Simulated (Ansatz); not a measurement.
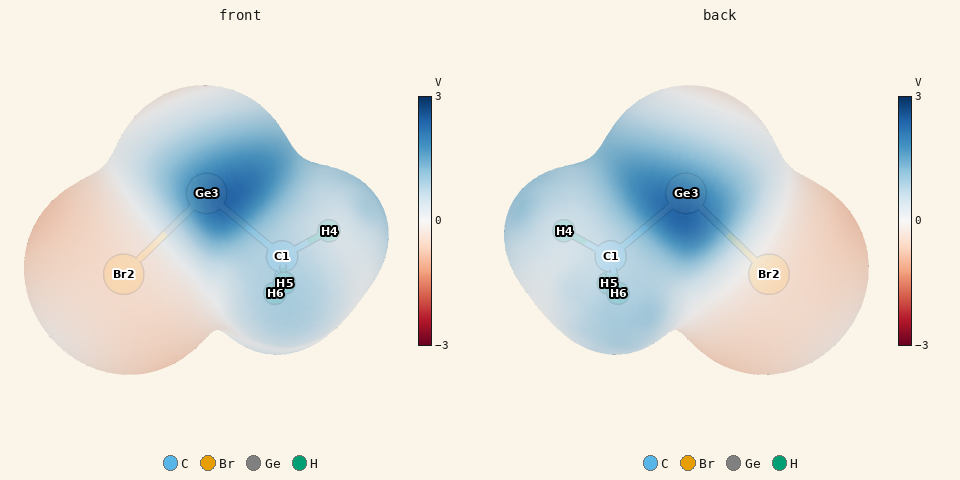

*CH$_{3}$BrGe (SMILES [CH3][Ge][Br]). The electrostatic potential painted on the density surface at 0.002 e/bohr³, seen from the front and from behind; the colour scale runs from red (negative) to blue (positive).*

Geometry: PBE0-D3(BJ)/pcseg-1.

All numbers below come from isolated molecule in a Gaussian basis; Kohn-Sham density functional theory, functional PBE0 in Ansatz.

The calculation's input:

```
crystal:
  periodic: [false, false, false]
  atoms:
    - {symbol: C, position_ang: [-0.010189, -0.761147, 0.839956]}
    - {symbol: Br, position_ang: [1.865596, -0.081875, -1.735655]}
    - {symbol: Ge, position_ang: [0.620174, 0.941885, 0.015194]}
    - {symbol: H, position_ang: [-0.637161, -0.568361, 1.719481]}
    - {symbol: H, position_ang: [-0.584171, -1.341908, 0.104489]}
    - {symbol: H, position_ang: [0.851472, -1.376141, 1.134600]}
basis:
  gaussian: {orbitals: def2-TZVPD}
magnetization: {spin_polarized: false, initial_magnetization: 0}
hamiltonian: {xc: pbe0}
output: {forces: true, orbitals: {seedname: orbitals}}
```

Launched as:

```sh
ansatz run input.yaml --threads 1 --pin off --max-ram 2610MiB --events-out events.jsonl --progress --plain --runs-dir runs
```

**Where is the surface potential most negative and most positive?**

The most negative region (about −0.7 V) lies over Br2, the most positive (about +2.4 V) over Ge3.

**What dipole moment does the calculation give?**

Its dipole moment is 2.41 D.
